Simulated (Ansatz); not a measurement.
## Abstraction of F: Si2H3F3 + SiH(SiH3)2 → Si2H3F2 + SiH(SiH3)2F

Species: Si2H3F3 `F[SiH2][SiH](F)F`, singlet; SiH(SiH3)2, doublet; Si2H3F2 `F[SiH][SiH2]F`, doublet; SiH(SiH3)2F, singlet. A radical takes F: the energy is the difference in strength between two Si–F bonds in different surroundings.

Shapes, held fixed at every level: PBE0-D4/def2-TZVP. Flexible molecules stand in one conformer, not always the lowest. Programs: Ansatz 0.2.0. Electronic energies: no zero-point or thermal term.

```json
{"level": "MP2/def2-TZVPP", "kind": "perturbation theory", "ΔE (kJ/mol)": "+60.7", "less CCSD(T)/CBS estimate": "+3.6"}
{"level": "HF/def2-TZVPP", "kind": "Hartree–Fock", "ΔE (kJ/mol)": "+54.1", "less CCSD(T)/CBS estimate": "-3.0"}
{"level": "r2SCAN-D4/def2-TZVPP", "kind": "meta-GGA", "ΔE (kJ/mol)": "+55.5", "less CCSD(T)/CBS estimate": "-1.6"}
{"level": "B3LYP-D4/def2-TZVPP", "kind": "global hybrid", "ΔE (kJ/mol)": "+50.0", "less CCSD(T)/CBS estimate": "-7.1"}
{"level": "wB97X-V/def2-TZVPP", "kind": "range-separated hybrid", "ΔE (kJ/mol)": "+51.0", "less CCSD(T)/CBS estimate": "-6.1"}
{"level": "B2PLYP/def2-TZVPP", "kind": "double hybrid", "ΔE (kJ/mol)": "+53.4", "less CCSD(T)/CBS estimate": "-3.7"}
{"level": "CCSD/def2-TZVPP", "kind": "coupled cluster or CI", "ΔE (kJ/mol)": "+59.7", "less CCSD(T)/CBS estimate": "+2.6"}
{"level": "CCSD(T)/CBS estimate", "kind": "coupled cluster or CI", "ΔE (kJ/mol)": "+57.1", "less CCSD(T)/CBS estimate": "0.0"}
```

The highest level, CCSD(T)/CBS estimate, gives ΔE = +57.1 kJ/mol; the levels span +50.0 to +60.7. The column of differences is taken from that level and isn't an error. No measured value is set beside it here. Open shells run unrestricted. The CBS estimate extrapolates MP2 from def2-TZVPP and def2-QZVPP and adds CCSD(T) − MP2 in the triple-zeta set, cores frozen.

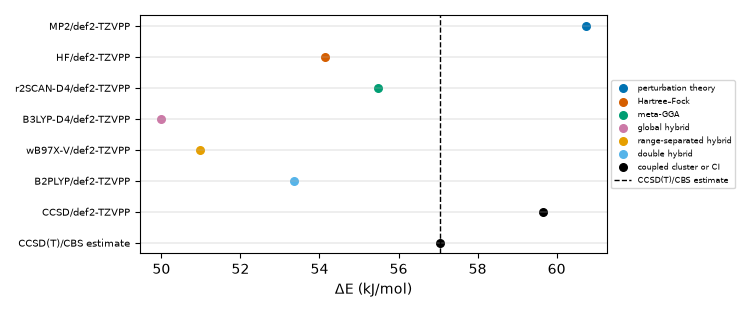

The values of the table, level by level.
